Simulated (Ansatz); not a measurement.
**SrMoO3: pressure series**

The reference is SrMoO$_{3}$ in the cubic perovskite structure (space group Pm-3m, No. 221; a = 3.9503 Å; a cell from a computed database, its experimental status unchecked).

Cell and atoms are relaxed at each pressure.

Method: DFT with PBEsol, PAW potentials and a 420 eV plane-wave cutoff in Ansatz (a quantum-chemistry and plane-wave program), no spin-orbit coupling.

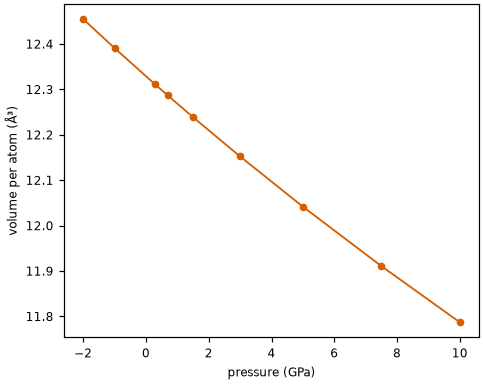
Figure. Volume against pressure

Problem. Estimate the zero-pressure bulk modulus from the plot.

Solution. About 200 GPa; a third-order Birch–Murnaghan fit to the points gives V₀ = 12.33 Å³/atom, B₀ = 201 GPa and B₀′ = 4.5.

Load acts through the strain it causes; cell and atoms are relaxed under it. Stability against distortions was not tested. Competing high-pressure phases were not computed. No Hubbard U is applied, and correlation can decide whether such a compound is a metal. All final runs are without spin polarisation. Many cubic perovskites are stable only at high temperature; tilts and polar distortions were not tested.
